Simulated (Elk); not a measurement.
Band structure of TmCd₂ (P6/mmm, 3 atoms in the cell).

```
TmCd2
1.0
    4.87707     0.00000     0.00000
   -2.43853     4.22367     0.00000
    0.00000     0.00000     3.42043
Tm Cd
1 2
Direct
  0.00000   0.00000   0.00000
  0.33333   0.66667   0.50000
  0.66667   0.33333   0.50000
```
Moments meant for the start (each program seeds them in its own way; μB, in the order of the atoms Tm Cd Cd): 2.0 0.0 0.0.

Computed with LDA (PW92), all-electron FP-LAPW, Elk's shipped species files, default APW+lo basis in Elk 10.2.4.

Settings: xctype = 3; spinpol = true; rgkmax = 7; stype = 3; swidth = 0.00499791 Ha; ngridk = 7 7 9; reducebf = 0.5; nempty = 12 per atom; bfcmt = [[0.0, 0.0, -0.5], [0.0, 0.0, 0.0], [0.0, 0.0, 0.0]].

The starting cell comes from a database of computed structures (which also holds hypothetical and non-ambient phases and stackings), without a prior relaxation at this level. Spin-orbit coupling is off. With one magnetic atom in the cell only a parallel order is possible. With U or open f shells several self-consistent states can exist. The f electrons are in the valence without U or exact exchange, which can misplace them near the Fermi level. Spin-orbit terms, which matter for f shells, are left out. Values depend on the basis (sphere radii, cutoffs, local orbitals), which need not be converged.

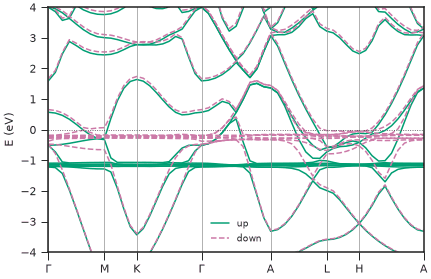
Figure. Bands along the path, energies from the Fermi level.

Levels in eV from the Fermi level, bands 27 to 34 of the first spin channel:
| point | 27 | 28 | 29 | 30 | 31 | 32 | 33 | 34 |
|---|---|---|---|---|---|---|---|---|
| Γ | -1.13 | -1.09 | -0.51 | -0.51 | 0.57 | 1.59 | 4.00 | 4.00 |
| M | -1.14 | -1.13 | -1.07 | -0.32 | -0.29 | 2.44 | 3.00 | 3.76 |
| K | -1.14 | -1.14 | -1.13 | -1.07 | 1.64 | 2.78 | 2.78 | 4.31 |
| A | -1.15 | -1.11 | -1.10 | 1.36 | 1.36 | 3.07 | 3.07 | 3.29 |
| L | -1.12 | -1.10 | -1.02 | -0.73 | -0.59 | -0.56 | 3.22 | 4.14 |
| H | -1.16 | -1.14 | -1.12 | -0.41 | -0.41 | -0.12 | 2.48 | 4.79 |

Bands cross the Fermi level along this path, so the cell is metallic at this level.

The net moment of the cell came out as 1.29 μB.
